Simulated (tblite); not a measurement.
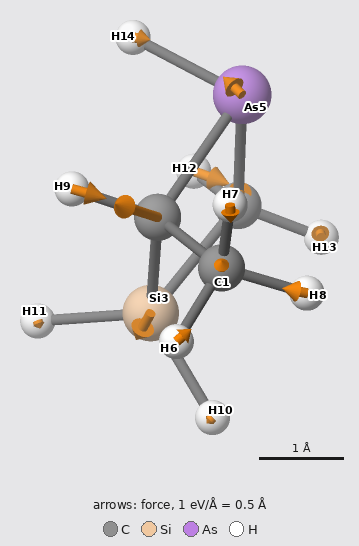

Starting geometry of C₃H₉AsSi with the computed forces as orange arrows. The picture is a ball-and-stick view, seen from a free direction.

Method: GFN2-xTB geometry optimisation, gas phase in tblite. 

Question: What follows when this structure is relaxed?

Answer: It isn't relaxed: the largest force vector, on a C atom, is 2.23 eV/Å. The final displacements have little in common with the starting forces (cosine between the two patterns 0.19). The energy falls by 6.58 kcal/mol in 78 geometry steps. The largest move after the best rigid fit is that of an H atom, 0.41 Å. By element the largest moves are H 0.41 Å, As 0.23 Å, Si 0.12 Å, C 0.12 Å. Among the contacts that change: C–Si 1.852 → 1.915 Å, As–C 1.974 → 2.020 Å, As–H 1.554 → 1.514 Å, C–Si 1.874 → 1.907 Å. Bond angles that change, for instance: H–Si–H 117.5° → 111.5°, Si–C–H 111.3° → 117.3°, Si–C–As 98.1° → 92.2°. Cost: 0.68 s on 1 thread of Arm Neoverse N1, with other jobs on the host.
